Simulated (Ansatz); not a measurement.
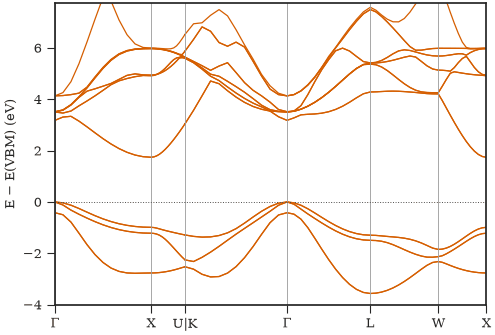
Figure. Band structure from the program Ansatz at the PBEsol with spin–orbit coupling level (PAW)

### Question
Read off the gap and where the band edges lie.

### Answer
About 1.7 eV (1.74 eV by a search for the band edges); maximum at Γ, minimum at X.

The material is CaSe (rock salt, space group No. 225).

Space group Fm-3m (rock salt). Symmetry was held in the PBEsol relaxation.

Potentials: the later of the program's two PAW sets.
